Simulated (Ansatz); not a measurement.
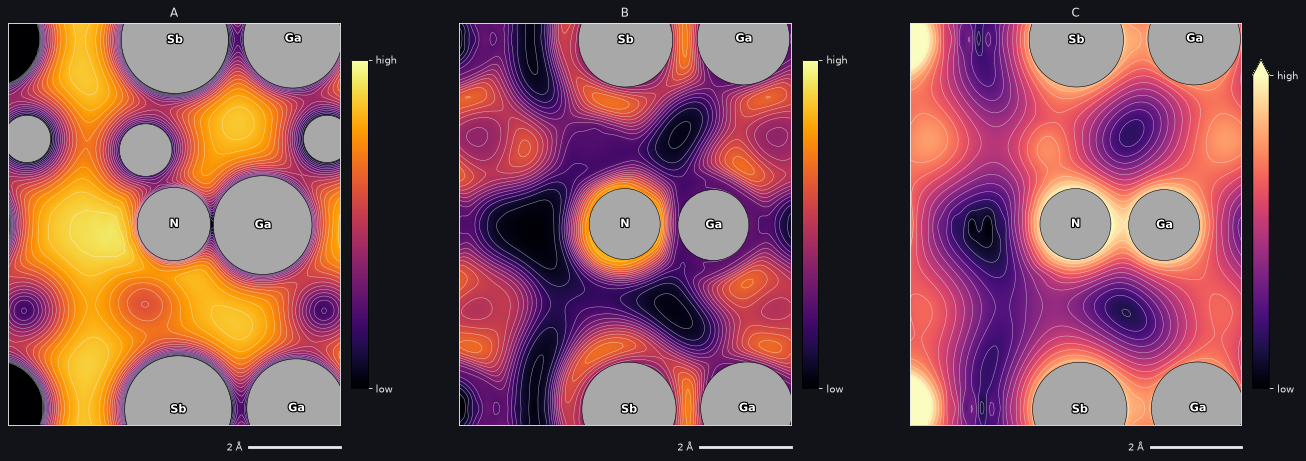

Ga4Sb3N: 3 fields on the (011̄) plane of the conventional cell, with unlabelled colour scales. Grey discs cover the atomic cores.

Space group Pm; started from the ordered alloy on wurtzite lattice prototype, which need not be the ambient phase.

All numbers below come from Ansatz 0.2.0, DFT, r2SCAN, plane waves, PAW.

```cif
data_structure
_symmetry_space_group_name_H-M 'P 1'
_symmetry_Int_Tables_number 1
_cell_length_a 6.6334
_cell_length_b 4.0178
_cell_length_c 7.1141
_cell_angle_alpha 90.000
_cell_angle_beta 90.611
_cell_angle_gamma 90.000
_cell_volume 189.59
loop_
_atom_site_label
_atom_site_type_symbol
_atom_site_fract_x
_atom_site_fract_y
_atom_site_fract_z
_atom_site_occupancy
N1 N 0.99581 0.00000 0.33738 1
Sb1 Sb 0.00439 0.50000 0.83522 1
Sb2 Sb 0.49198 0.50000 0.18842 1
Sb3 Sb 0.50975 0.00000 0.64110 1
Ga1 Ga 0.29134 0.00000 0.33353 1
Ga2 Ga 0.39736 0.50000 0.83942 1
Ga3 Ga 0.90466 0.50000 0.22361 1
Ga4 Ga 0.90471 0.00000 0.60131 1
```

**Match the panels to the quantities (electron localisation function, electrostatic potential energy of an electron and valence pseudo-density).**

Panel A: electrostatic potential energy of an electron (low next to the atoms, rising into the space between them). Panel B: electron localisation function. Panel C: valence pseudo-density. From the grid: Ga–Sb (2.61 Å): ρ is about 0.47 e/Å³ halfway, with its minimum of 0.41 e/Å³ about 1.1 Å from Ga; the ELF peaks at about 0.75 between the atoms.
